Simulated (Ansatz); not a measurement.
# Zr5Se8S2: what the fields show

```
Zr S Se
1.0
     5.57285   -3.21749    0.00023
    -9.28886  -16.08878    0.00000
    -0.00019    0.00011   -5.99430
Zr S Se
10 4 16
Direct
  0.99847 0.39879 0.99502
  0.49847 0.89879 0.99502
  0.50158 0.29882 0.99238
  0.00158 0.79882 0.99238
  0.00158 0.20118 0.99238
  0.50158 0.70118 0.99238
  0.49847 0.10121 0.99502
  0.99847 0.60121 0.99502
  0.00003 0.00000 0.99798
  0.50003 0.50000 0.99798
  0.83335 0.29968 0.75783
  0.33335 0.79968 0.75783
  0.33335 0.20032 0.75783
  0.83335 0.70032 0.75783
  0.83333 0.10070 0.72929
  0.33333 0.60070 0.72929
  0.33309 0.00000 0.72971
  0.83309 0.50000 0.72971
  0.33333 0.39930 0.72929
  0.83333 0.89930 0.72929
  0.16893 0.30015 0.26596
  0.66893 0.80015 0.26596
  0.66893 0.19985 0.26596
  0.16893 0.69985 0.26596
  0.16557 0.10037 0.26457
  0.66557 0.60037 0.26457
  0.66442 0.00000 0.26223
  0.16442 0.50000 0.26223
  0.66557 0.39963 0.26457
  0.16557 0.89963 0.26457
```

Space group Cm; a generated structure, not necessarily the stable one.

Theory: DFT PBE+D3(BJ), scalar-relativistic, plane waves, PAW (Ansatz).

In a PAW calculation such maps are meaningful between the atoms, not at the nuclei.

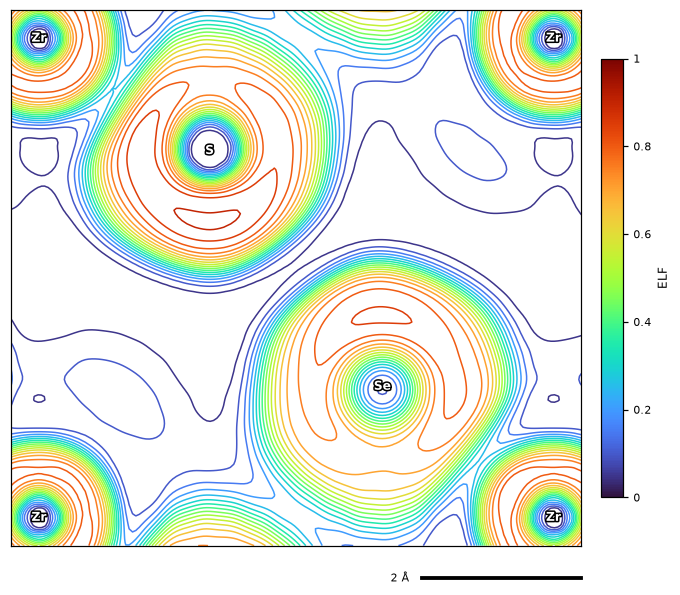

Figure 1. ELF on the (010) plane of the conventional cell.

Interpret the plot.

Answer.
- Atoms in the plane: Zr, S and Se.
- Zr–S (2.56 Å): the ELF peaks at about 0.85 in the valence shell of S, 0.8 Å from its nucleus, and is about 0.40 at the midpoint.
- Zr–Se (2.70 Å): the ELF is about 0.45 at the midpoint.
- The features right at Zr lie inside the PAW spheres, where the map follows smoothed inner orbitals and isn't to be read closely.

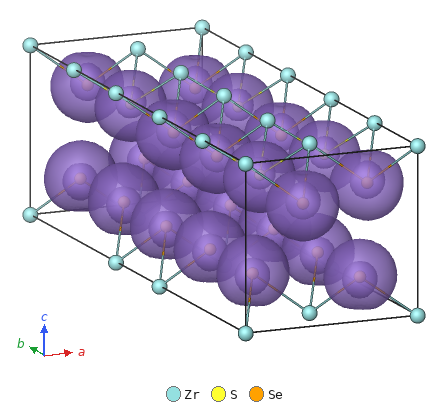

Figure 2. Isosurface of the electron localisation function at 0.7 (purple), seen slightly off an axis. Only the valence region is drawn (cores and ρ < 0.01 e/Å³ removed). Sticks mark near contacts.

Identify the bonds, lone pairs and shells in this picture.

Answer. At this value the surface marks out four regions wrapped around S (the valence shell of each) and 16 regions wrapped around Se (the valence shell of each), counted in one cell of 30 atoms. Regions shared between cells count once. Profiles from the grid: Zr–S (2.55 Å): the ELF peaks at about 0.85 in the valence shell of S, 0.8 Å from its nucleus, and is about 0.40 at the midpoint. Zr–Se (2.67 Å): the ELF is about 0.45 at the midpoint.
